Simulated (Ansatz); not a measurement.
**Profile along the Mg–Te line in MgTe (wurtzite)**

MgTe (wurtzite)

```xyz
4
Lattice="4.5609 0.0000 0.0000 -2.2805 3.9499 0.0000 0.0000 0.0000 7.4130" Properties=species:S:1:pos:R:3 pbc="T T T"
Mg     2.2805     1.3166     0.0073
Mg     0.0000     2.6333     3.7138
Te     2.2805     1.3166     4.6273
Te     0.0000     2.6333     0.9208
```

Fields along a shortest Mg–Te line of a (1 -1 0 0) plane (2.79 Å), from Mg to Te, interpolated on the slice's grid (step about 0.2 Å). Level of theory: PBEsol (plane waves to 420 eV, PAW, scalar-relativistic; Ansatz, a quantum-chemistry and plane-wave program). k mesh 8×8×5. These are valence fields of a PAW run, semicore shells included where kept as valence: close to a nucleus they are smooth pseudo fields. MgTe was relaxed with its symmetry unable to fall. Spin-orbit coupling is left out, though Te is heavy.

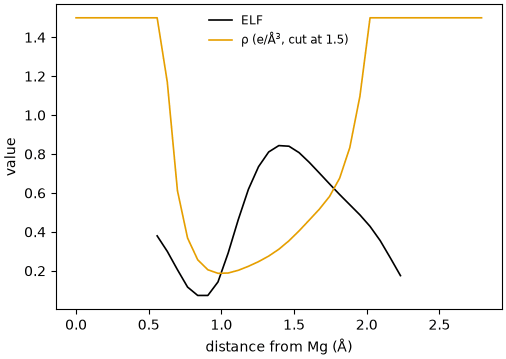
Figure: ELF (away from the nuclei) and valence density from Mg to Te.

Density on the Mg–Te line (2.79 Å) at its density minimum, 1.0 Å from Mg: 0.19 e/Å³. ELF at that point: 0.1. ELF maximum in the middle third of the Mg–Te line: 0.84, 1.4 Å from Mg.
